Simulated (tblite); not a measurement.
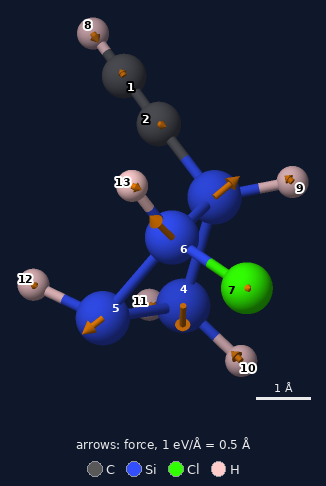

Starting geometry of C₂H₆ClSi₄ (multiplicity 2) with the computed forces as orange arrows. A ball-and-stick model, seen from a free direction.

Level of theory: tblite 0.8.0, GFN2-xTB geometry optimisation, gas phase. 

Q: What follows when this structure is relaxed?

A: It isn't relaxed: the largest force vector, on a Si atom, is 1.75 eV/Å. The final displacements have little in common with the starting forces (cosine between the two patterns 0.12). Over 99 geometry steps the energy falls by 0.481 eV. The largest move after the best rigid fit is that of an H atom, 1.76 Å. By element the largest moves are H 1.76 Å, Cl 0.86 Å, Si 0.50 Å, C 0.46 Å. Among the contacts that change: Si–Si 2.281 → 2.366 Å, Si–Si 2.295 → 2.346 Å, Cl–Si 2.037 → 2.078 Å, H–Si 1.503 → 1.473 Å. Bond angles that change, for instance: Si–Si–H 109.4° → 126.0°, Si–Si–H 110.2° → 123.8°, Si–Si–H 115.2° → 128.4°.
